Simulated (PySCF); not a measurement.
C$_{4}$H$_{7}$NO$_{2}$Si (SMILES Nc1occc1[SiH2]O)

```xyz
15

N     0.0363    2.0141    0.2901
C     0.6546    0.8091    0.0299
O     1.9987    0.7997   -0.0435
C     2.3651   -0.5006   -0.2216
C     1.2711   -1.2938   -0.2642
C     0.1279   -0.4541   -0.0955
Si   -1.6747   -0.9291   -0.1062
O    -2.5718    0.3098    0.4732
H    -0.9167    2.0542   -0.0386
H     0.5911    2.8186    0.0377
H     3.4153   -0.6965   -0.2983
H     1.2507   -2.3564   -0.3958
H    -2.2254   -1.0407   -1.4544
H    -1.8750   -2.1394    0.6959
H    -2.4516    0.6130    1.3693
```

Geometry: GFN2-xTB.

Method: B3LYP/def2-SVPD, SCF density, gas phase (PySCF 2.14.0).

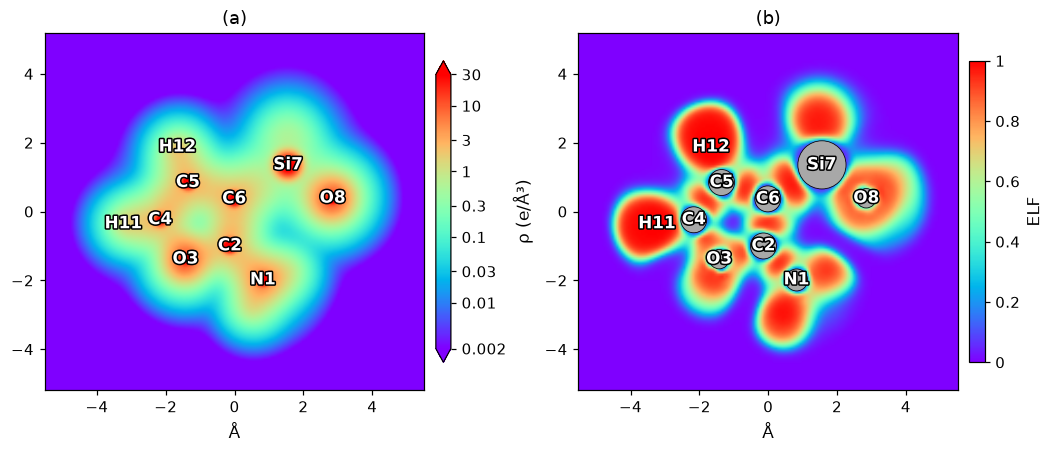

Figure 1. (a) electron density; (b) electron localisation function on the plane of atoms N1, C2 and C6. Grey discs cover the atomic cores in the ELF map.

Read the bonding off the picture.

Answer.
- The plane passes through N, C, O, Si and H nuclei.
- C–O (1.35 Å): the density is about 2.4 e/Å³ at the midpoint; the ELF peaks at about 0.90 between the atoms (a shared but strongly polarised pair).
- C–C (1.35 Å): the density is about 2.3 e/Å³ at the midpoint; the ELF peaks at about 0.95 between the atoms, as expected for a covalent bond.
- C–N (1.38 Å): the density is about 2.3 e/Å³ at the midpoint; the ELF peaks at about 0.95 between the atoms: a covalent bond.
- Si–O (1.64 Å): ρ is about 1.1 e/Å³ halfway; the ELF peaks at about 0.90 between the atoms (a shared but strongly polarised pair).
- C–Si (1.86 Å): the density is about 0.97 e/Å³ at the midpoint; the ELF peaks at about 0.95 between the atoms, as expected for a shared electron pair.
- The ELF also peaks beside O3 and O8, away from the bonds: lone-pair regions.

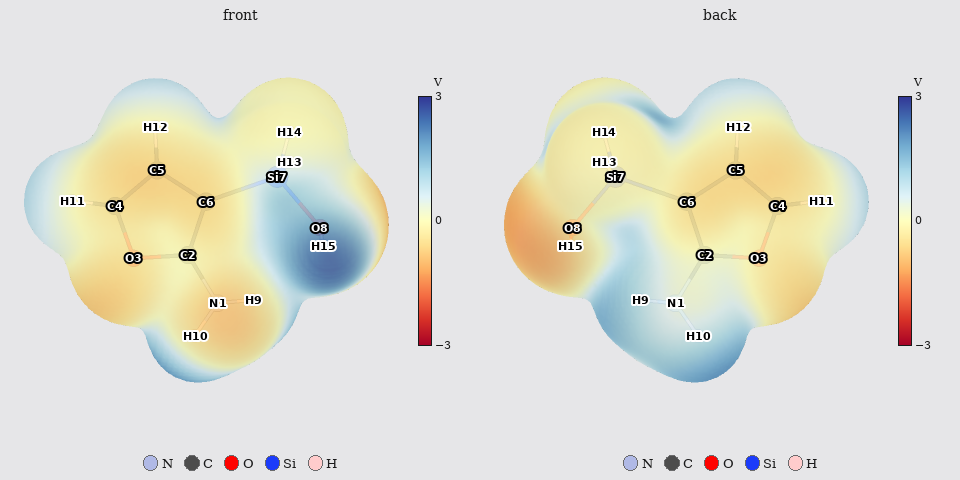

Figure 2. The molecular electrostatic potential painted on the density surface at 0.002 e/bohr³, seen from the front and from behind; red is negative and blue positive.

Which sites attract a positive test charge, and which a negative one?

Answer. A positive charge is drawn to the negative regions and a negative charge to the positive ones. The most negative region (about −1.3 V, or −30 kcal/mol for a unit charge) lies over O8, the most positive (about +2.4 V, or +55 kcal/mol for a unit charge) over H15. O8 is the likeliest acceptor of a hydrogen bond.

How polar is the molecule by this calculation?

Answer. Its dipole moment is 1.02 D.
